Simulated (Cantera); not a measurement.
A closed system holds: 1 mol HMDSO, 3.9 mol O3, at 19.0 mbar.

These are equilibrium values from Cantera (NASA tables, ideal gas, pure condensed phases), not measurements of a reactor. Candidate condensed phases: C, C6H6, C7H8, C8H18, H2O, Si, SiC, SiO2; 123 gas species. The feed counts by its element totals alone. The tables hold silica as quartz up to 1696 K and as liquid above; real silica turns to tridymite and cristobalite and melts near 1996 K. Equilibrium is a limit: real reactors are often held back by kinetics, nucleation or transport.

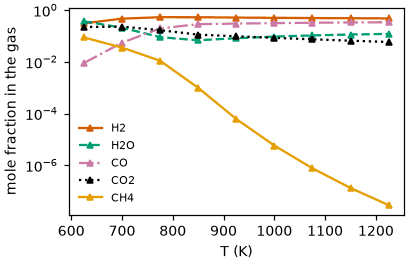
Figure. Equilibrium gas composition (values under 1e-9 drawn at 1e-9)

Q: Read off the mole fractions at 925 K.

A: H2 about 0.52, CO about 0.30, CO2 about 0.098, H2O about 0.083, CH4 about 6.2e-5.
